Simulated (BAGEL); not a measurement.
# singlet C2H7Si+, step by step

Wanted: a single-point energy (singlet C2H7Si+, HF/cc-pVDZ), then the energy (doublet C2H7Si, NEVPT2(3,3)/cc-pVDZ), then a single-point energy (doublet C2H7Si, CASPT2(3,3)/cc-pVDZ) of C2H7Si. 

The calculation is run with BAGEL 1.2.2.

## 1. Starting point

C2H7Si+: 10 atoms, total charge +1, spin state singlet. As SMILES of the parent species, `C[SiH]C`. One bond was lengthened or shortened from a relaxed shape. That shape belongs to the parent species and isn't relaxed for this state.

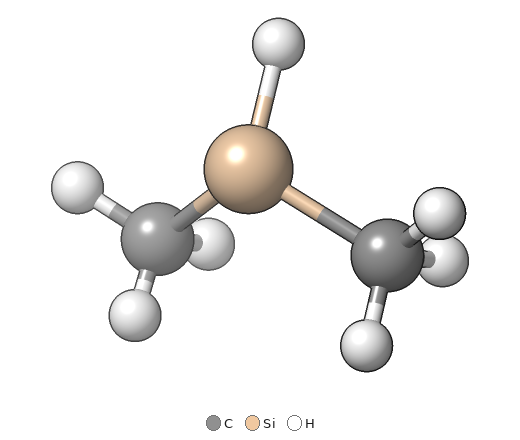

The structure, seen from a chosen angle (carbon grey, silicon light orange, hydrogen white).

## 2. A single-point energy at HF/cc-pVDZ (density fitting with svp-jkfit) (run 1)

Input file hf.json:

```json
{ "bagel": [

{
  "title": "molecule",
  "basis": "cc-pvdz.json",
  "df_basis": "svp-jkfit",
  "angstrom": false,
  "geometry": [
    { "atom": "C", "xyz": [    -2.24940904,     1.37729854,    -1.45576753 ] },
    { "atom": "Si", "xyz": [     0.85881249,     1.27789895,     0.24971030 ] },
    { "atom": "C", "xyz": [     1.17156217,    -1.63171237,     2.25376485 ] },
    { "atom": "H", "xyz": [    -2.45425535,    -0.27186545,    -2.68938074 ] },
    { "atom": "H", "xyz": [    -2.40077610,     3.07106007,    -2.62418519 ] },
    { "atom": "H", "xyz": [    -3.58877888,     1.37553165,    -0.32200933 ] },
    { "atom": "H", "xyz": [     2.98966767,     1.42076224,    -1.59938671 ] },
    { "atom": "H", "xyz": [    -0.31848688,    -1.71051395,     3.68050808 ] },
    { "atom": "H", "xyz": [     2.99155740,    -1.67196353,     3.22470614 ] },
    { "atom": "H", "xyz": [     1.03039963,    -3.33567841,     1.08742589 ] }
  ]
},

{ "title": "hf", "charge": 1 },

{ "title": "print", "file": "orbitals.molden", "orbitals": true }

]}
```

The basis set cc-pVDZ is read from a file made from the Basis Set Exchange's data (not shown).

The run is started by

```sh
$ BAGEL_NUM_THREADS=1 BAGEL hf.json > hf.out
```

The log of the run:

```text
* using 1 threads per process

  ===============================================================
  ===============================================================

  *** Geometry ***

  { "atom" : "C", "xyz" : [     -2.249409,      1.377299,     -1.455768 ] },
  { "atom" : "Si", "xyz" : [      0.858812,      1.277899,      0.249710 ] },
  { "atom" : "C", "xyz" : [      1.171562,     -1.631712,      2.253765 ] },
  { "atom" : "H", "xyz" : [     -2.454255,     -0.271865,     -2.689381 ] },
  { "atom" : "H", "xyz" : [     -2.400776,      3.071060,     -2.624185 ] },
  { "atom" : "H", "xyz" : [     -3.588779,      1.375532,     -0.322009 ] },
  { "atom" : "H", "xyz" : [      2.989668,      1.420762,     -1.599387 ] },
  { "atom" : "H", "xyz" : [     -0.318487,     -1.710514,      3.680508 ] },
  { "atom" : "H", "xyz" : [      2.991557,     -1.671964,      3.224706 ] },
  { "atom" : "H", "xyz" : [      1.030400,     -3.335678,      1.087426 ] },

  Number of auxiliary basis functions:      404

  Since a DF basis is specified, we compute 2- and 3-index integrals:
    o Being stored without compression. Storage requirement is 0.021 GB

  Number of basis functions:       81
  Number of electrons      :       33

    * METHOD: MOLECULE                             0.15

  *** RHF ***

  === Nuclear Repulsion ===
   106.1569907956

      * DIIS with orbital gradients will be used.

  === RHF iteration (cc-pvdz.json) ===
      0       -368.26407869          0.01523155           0.04
      1       -368.40023111          0.00686650           0.04
      2       -368.42270358          0.00154805           0.04
      3       -368.42464076          0.00021753           0.04
      4       -368.42470006          0.00008721           0.04
      5       -368.42470943          0.00003303           0.04
      6       -368.42471088          0.00001136           0.04
      7       -368.42471107          0.00000413           0.04
      8       -368.42471110          0.00000126           0.04
      9       -368.42471110          0.00000029           0.04
     10       -368.42471110          0.00000009           0.04
     11       -368.42471110          0.00000004           0.04
     12       -368.42471110          0.00000002           0.04
     13       -368.42471110          0.00000001           0.04
    * SCF iteration converged.

    * Permanent dipole moment:
           (   -0.269642,    -0.611125,    -0.248249) a.u.

    * METHOD: HF                                   0.63

    * METHOD: PRINT                                0.01

  ===============================================================
```

Run time: 0.94 s. Hardware: 1 thread of Arm Neoverse V2, shared host; peak memory 0.094 GiB.

## 3. Doublet neutral C2H7Si: the energy at NEVPT2(3,3)/cc-pVDZ (density fitting with svp-jkfit) (run 2)

Input file input.json:

```json
{ "bagel" : [

{
  "title" : "molecule",
  "basis" : "cc-pvdz.json",
  "df_basis" : "svp-jkfit",
  "angstrom" : false,
  "geometry" : [
    { "atom" : "C", "xyz" : [    -2.24940904,     1.37729854,    -1.45576753 ] },
    { "atom" : "Si", "xyz" : [     0.85881249,     1.27789895,     0.24971030 ] },
    { "atom" : "C", "xyz" : [     1.17156217,    -1.63171237,     2.25376485 ] },
    { "atom" : "H", "xyz" : [    -2.45425535,    -0.27186545,    -2.68938074 ] },
    { "atom" : "H", "xyz" : [    -2.40077610,     3.07106007,    -2.62418519 ] },
    { "atom" : "H", "xyz" : [    -3.58877888,     1.37553165,    -0.32200933 ] },
    { "atom" : "H", "xyz" : [     2.98966767,     1.42076224,    -1.59938671 ] },
    { "atom" : "H", "xyz" : [    -0.31848688,    -1.71051395,     3.68050808 ] },
    { "atom" : "H", "xyz" : [     2.99155740,    -1.67196353,     3.22470614 ] },
    { "atom" : "H", "xyz" : [     1.03039963,    -3.33567841,     1.08742589 ] }
  ]
},

{
  "title" : "hf",
  "charge" : 1
},

{
  "title" : "casscf",
  "nstate" : 1,
  "nact" : 3,
  "nclosed" : 15,
  "nspin" : 1,
  "active" : [8, 17, 26],
  "maxiter" : 200,
  "natocc" : true
},

{
  "title" : "nevpt2",
  "nstate" : 1,
  "nact" : 3,
  "nclosed" : 15,
  "nspin" : 1,
  "active" : [8, 17, 26],
  "maxiter" : 200,
  "natocc" : true,
  "ncore" : 7
},

{
  "title" : "print",
  "file" : "orbitals.molden",
  "orbitals" : true
}

]}
```

The basis set cc-pVDZ is read from a file made from the Basis Set Exchange's data (not shown).

The run is started by

```sh
$ BAGEL_NUM_THREADS=1 BAGEL input.json > input.out
```

The log of the run:

```text
* using 1 threads per process

  ===============================================================
  ===============================================================

  *** Geometry ***

  { "atom" : "C", "xyz" : [     -2.249409,      1.377299,     -1.455768 ] },
  { "atom" : "Si", "xyz" : [      0.858812,      1.277899,      0.249710 ] },
  { "atom" : "C", "xyz" : [      1.171562,     -1.631712,      2.253765 ] },
[... 6 lines of this table left out ...]
  { "atom" : "H", "xyz" : [      1.030400,     -3.335678,      1.087426 ] },

  Number of auxiliary basis functions:      404

  Since a DF basis is specified, we compute 2- and 3-index integrals:
    o Being stored without compression. Storage requirement is 0.021 GB

[... 18 lines left out ...]
    * SCF iteration converged.
[... 1 line left out ...]
    * Permanent dipole moment:
[... 28 lines left out ...]
    * Second-order optimization converged. *
[... 13 lines left out ...]
     * ci vector, state   0, <S^2> = 0.7500
       2a.     0.9975331084
       .a2     0.0701439795

    * METHOD: CASSCF                               2.88

    * freezing 7 orbitals

  === DF-NEVPT2 calculation ===

    * 3-index integral transformation done
    * assembly done

      NEVPT2 correlation energy:   -0.3638581742      0.12

          (+0)     -0.2849463252
          (+0)'    -0.0162086433
          (+1)     -0.0089160856
          (+1)'    -0.0001596440
          (+2)     -0.0001637213
          (-1)     -0.0428514180
          (-1)'    -0.0002871483
          (-2)     -0.0103251886

      NEVPT2 total energy:       -369.0678395373

    * METHOD: NEVPT2                               0.21

    * METHOD: PRINT                                0.01

  ===============================================================
```

Wall time 4.2 s (1 thread of Arm Neoverse V2, shared host); peak memory 0.14 GiB.

## 4. Doublet neutral C2H7Si: a single-point energy at CASPT2(3,3)/cc-pVDZ (density fitting with svp-jkfit) (run 3)

Input file calc.json:

```json
{ "bagel": [

{
  "title": "molecule",
  "basis": "cc-pvdz.json",
  "df_basis": "svp-jkfit",
  "geometry": [
    { "atom": "C", "xyz": [ -2.24940904,  1.37729854, -1.45576753 ] },
    { "atom": "Si", "xyz": [  0.85881249,  1.27789895,  0.24971030 ] },
    { "atom": "C", "xyz": [  1.17156217, -1.63171237,  2.25376485 ] },
    { "atom": "H", "xyz": [ -2.45425535, -0.27186545, -2.68938074 ] },
    { "atom": "H", "xyz": [ -2.40077610,  3.07106007, -2.62418519 ] },
    { "atom": "H", "xyz": [ -3.58877888,  1.37553165, -0.32200933 ] },
    { "atom": "H", "xyz": [  2.98966767,  1.42076224, -1.59938671 ] },
    { "atom": "H", "xyz": [ -0.31848688, -1.71051395,  3.68050808 ] },
    { "atom": "H", "xyz": [  2.99155740, -1.67196353,  3.22470614 ] },
    { "atom": "H", "xyz": [  1.03039963, -3.33567841,  1.08742589 ] }
  ]
},
{ "title": "hf", "charge": 1 },
{ "title": "casscf", "nstate": 1, "nact": 3, "nclosed": 15, "nspin": 1, "active": [8, 17, 26], "maxiter": 200, "natocc": true },
{ "title": "print", "file": "orbitals.molden", "orbitals": true },
{ "title": "smith", "method": "caspt2", "ms": true, "xms": true, "sssr": true, "shift": 0.2, "shift_imag": true, "ncore": 7 }

]}
```

The basis set cc-pVDZ is read from a file made from the Basis Set Exchange's data (not shown).

The run is started by

```sh
$ BAGEL_NUM_THREADS=1 BAGEL calc.json > calc.out
```

The log of the run:

```text
* using 1 threads per process

  ===============================================================
  ===============================================================

  *** Geometry ***

  { "atom" : "C", "xyz" : [     -2.249409,      1.377299,     -1.455768 ] },
  { "atom" : "Si", "xyz" : [      0.858812,      1.277899,      0.249710 ] },
  { "atom" : "C", "xyz" : [      1.171562,     -1.631712,      2.253765 ] },
[... 6 lines of this table left out ...]
  { "atom" : "H", "xyz" : [      1.030400,     -3.335678,      1.087426 ] },

  Number of auxiliary basis functions:      404

  Since a DF basis is specified, we compute 2- and 3-index integrals:
    o Being stored without compression. Storage requirement is 0.021 GB

[... 18 lines left out ...]
    * SCF iteration converged.
[... 1 line left out ...]
    * Permanent dipole moment:
[... 28 lines left out ...]
    * Second-order optimization converged. *
[... 13 lines left out ...]
     * ci vector, state   0, <S^2> = 0.7500
[... 16 lines left out ...]
    * Zeroth order energy : state  0       -1.4521520170
[... 4 lines left out ...]
       #      aibj      arbs      arbi      airj      risj      airs      arst      rist         Etot      error   time
[... 10 lines left out ...]
      ------------------------------------------------------------------------------------------------------------------

    * CASPT2 energy : state  0     -369.0755433002
        w/o shift correction       -369.0731516855
        reference weight              0.8779480758

    * METHOD: SMITH                                0.50

  ===============================================================
```

It took 4.5 s on 1 thread of Arm Neoverse V2, shared host; peak memory 0.15 GiB.

## 5. Outcome

```
                                   quantity          value
            run 1, HF/cc-pVDZ: total energy  -368.42471 Eh
             run 1, HF/cc-pVDZ: HOMO energy      -17.94 eV
             run 1, HF/cc-pVDZ: LUMO energy       -6.35 eV
           run 1, HF/cc-pVDZ: HOMO–LUMO gap       11.59 eV
doublet neutral C2H7Si, run 2: total energy  -369.06784 Eh
doublet neutral C2H7Si, run 3: total energy  -369.07554 Eh
```
